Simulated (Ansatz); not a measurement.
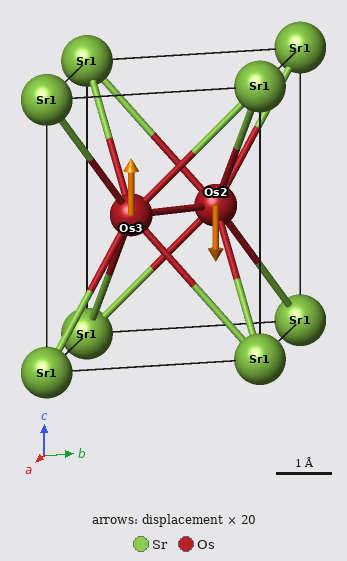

This is a relaxation of solid SrOs2 (a generated structure, set up in P-3m1). The starting structure is drawn; orange arrows show the displacements (the part carried along by the change of the cell is left out), magnified 20 times.

A ball-and-stick model of the cell of the calculation, seen slightly off an axis.

Method: DFT PBE, scalar-relativistic, plane waves, PAW in Ansatz 0.2.0.

The input:
```yaml
crystal:
  lattice:
    - [4.1347328063, 0.0, 0.0]
    - [-2.0673664031, 3.5807836481, 0.0]
    - [0.0, 0.0, 5.0527866755]
  atoms:
    - { symbol: Sr, position: [0.0, 0.0, 0.0] }
    - { symbol: Os, position: [0.3333333333, 0.6666666667, 0.4858151593] }
    - { symbol: Os, position: [0.6666666667, 0.3333333333, 0.5141848407] }
basis:
  ecutwfc: 420
kpoints:
  mp_grid: { grid: [12, 12, 10] }
hamiltonian:
  xc: pbe
scf:
  occupations: { method: gaussian, width: 0.1 }
output:
  forces: true
  stress: true
  eigenvalues: true
relax:
  adjacent_minimum: "off"
  f_tol: 0.01
  max_steps: 80
  cell: { stress_tol: 0.05 }
```

Command:
```bash
ansatz run input.yaml --threads 1 --pin off --max-ram 2048MiB --backend cpu --events-out ev --progress --plain --runs-dir out
```

> Atoms of which element are displaced furthest, and by how much?

Osmium: up to 0.053 Å, against 0.000 Å for strontium.

> What happened in the run?

The largest moves relative to the cell, 0.053 Å, are those of Os2 and Os3. Os3 goes along +c. Sr stays in place. The volume changes by −0.6 %, with a = b 4.135 → 4.120 Å (−0.4 %), c 5.053 → 5.057 Å (+0.1 %). Some distances before and after: Sr1–Os2 3.424 → 3.382 Å, Sr1–Os2 (another image) 3.528 → 3.563 Å. The space group stays P-3m1 (No. 164). Over 4 accepted moves (6 points after the start) the energy falls by 2.5 meV per atom. Largest force component: 0.11 eV/Å at the start, 0.0033 eV/Å at the end. Pressure: −0.01 GPa at the start and 0.02 GPa at the end. The line search rejected the trial step at point 2 of the run. At 1 point the geometry stayed and the basis and grid were re-selected for the new cell (energy shift of less than 0.05 meV per atom at most each time).
